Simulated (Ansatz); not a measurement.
**C₃H₆FInO (SMILES C=C[C](O)(F)[InH2]): density, localisation and related maps**

The calculation's input:

```
crystal:
  periodic: [false, false, false]
  atoms:
    - {symbol: C, position_ang: [1.225450, -1.275971, 0.668294]}
    - {symbol: C, position_ang: [0.588815, -0.123286, 0.857876]}
    - {symbol: C, position_ang: [0.072120, 0.732245, -0.235534]}
    - {symbol: O, position_ang: [0.719359, 0.565519, -1.436285]}
    - {symbol: F, position_ang: [0.209684, 2.072906, 0.179535]}
    - {symbol: In, position_ang: [-2.091938, 0.356972, -0.539159]}
    - {symbol: H, position_ang: [1.423721, -1.655178, -0.328582]}
    - {symbol: H, position_ang: [1.552077, -1.881000, 1.504891]}
    - {symbol: H, position_ang: [0.373739, 0.233916, 1.861126]}
    - {symbol: H, position_ang: [1.674491, 0.565486, -1.272226]}
    - {symbol: H, position_ang: [-2.602737, -0.331297, -2.030743]}
    - {symbol: H, position_ang: [-3.144791, 0.739697, 0.770806]}
basis:
  gaussian: {orbitals: def2-TZVPP}
hamiltonian: {xc: pbe0, dispersion: d4}
output: {orbitals: {seedname: orbitals}}
```

Command:

```sh
ansatz run in.yaml --threads 4 --pin off --events-out ev --progress --plain --max-ram 10444MiB
```

Geometry: PBE0-D4/def2-TZVP; core potentials replace the inner electrons of In.

Method: RKS PBE0-D4/def2-TZVPP (Ansatz 0.2.0).

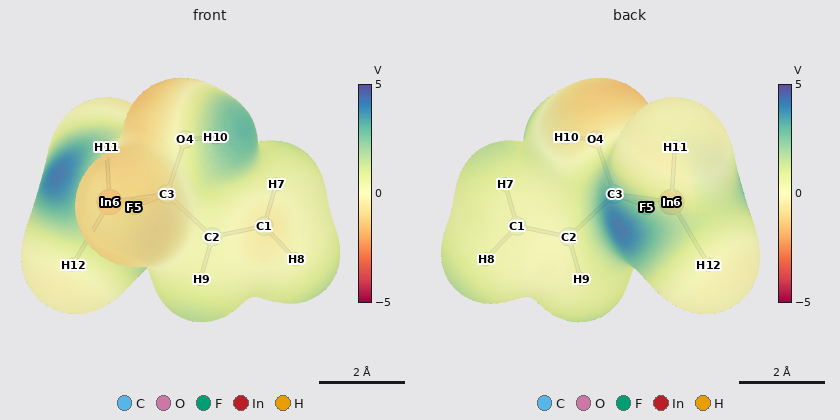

Figure 1. The electrostatic potential painted on the density surface at 0.004 e/bohr³, seen from the front and from behind; red is negative and blue positive.

Which sites attract a positive test charge, and which a negative one?

Answer. A positive charge is drawn to the negative regions and a negative charge to the positive ones. The most negative region (about −1.4 V, or −32 kcal/mol for a unit charge) lies over O4, the most positive (about +4.2 V, or +97 kcal/mol for a unit charge) over In6. O4 is the likeliest acceptor of a hydrogen bond.

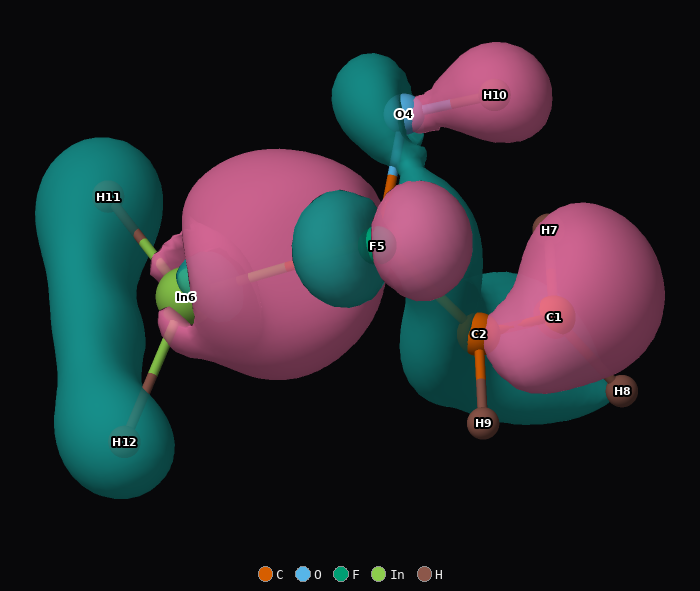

Figure 2. The HOMO at ±0.1 Å⁻³ᐟ² (teal and pink are the two phases), seen at a tilt.

Where does this orbital lie, and at what energy?

Answer. By Hirshfeld shares it lies mainly on C3 (about 25 %), In6 (about 20 %), C1 (about 15 %), C2 (about 10 %) and F5 (about 10 %). Its energy is −6.88 eV.

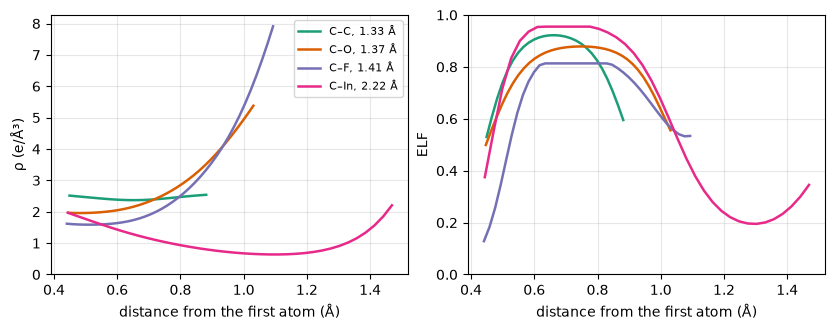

Figure 3. Electron density and electron localisation function along straight lines between neighbouring atoms. The curves leave out the atomic cores.

Compare the contacts.

Answer. C–C (1.33 Å): the density is about 2.4 e/Å³ at the midpoint; the ELF peaks at about 0.90 between the atoms (a short, multiple covalent bond).
C–O (1.37 Å): the density is about 2.3 e/Å³ at the midpoint, with its minimum of 2 e/Å³ about 0.5 Å from C; the ELF peaks at about 0.90 between the atoms (a shared but strongly polarised pair).
C–F (1.41 Å): ρ at the midpoint is about 1.9 e/Å³, with its minimum of 1.6 e/Å³ about 0.5 Å from C; the ELF peaks at about 0.80 between the atoms: a polar covalent bond.
C–In (2.22 Å): ρ at the midpoint is about 0.64 e/Å³; the ELF peaks at about 0.95 in the valence shell of C, 0.6 Å from its nucleus, and drops to about 0.20 between the two atoms.
